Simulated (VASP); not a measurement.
Energy against volume of CsSnI$_{3}$ (cubic perovskite). Computed with r2SCAN meta-GGA, VASP's PBE PAW potentials (set 64) (plane waves; VASP 6.6.1).

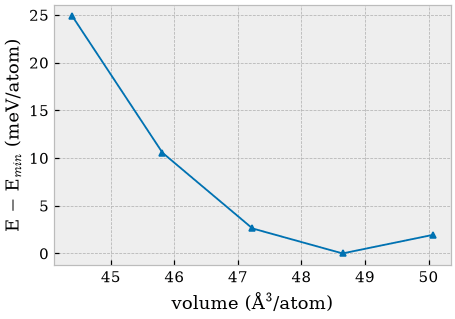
Energy against volume

Problem. Estimate the equilibrium volume and the bulk modulus.

Solution. The minimum lies near 48.7 Å³/atom, and the curvature gives B0 of about 17 GPa.

The compound is CsSnI3 in the cubic perovskite structure, the ideal cubic form; the compound distorts at low or room temperature. It was relaxed first.
